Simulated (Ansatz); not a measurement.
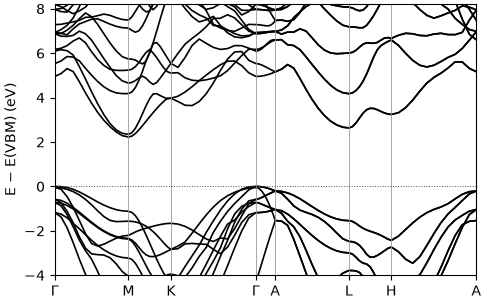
Figure. Band structure from PBE in the plane-wave PAW code Ansatz

Task: Read off the gap and where the band edges lie.

Result: About 2.2 eV (2.22 eV by a search for the band edges); maximum at Γ, minimum at M.

The material is SiC (4H polytype, P6_3mc).

The cell was relaxed with PBE under the symmetry of its start.

Potentials: the earlier of the program's two PAW sets.
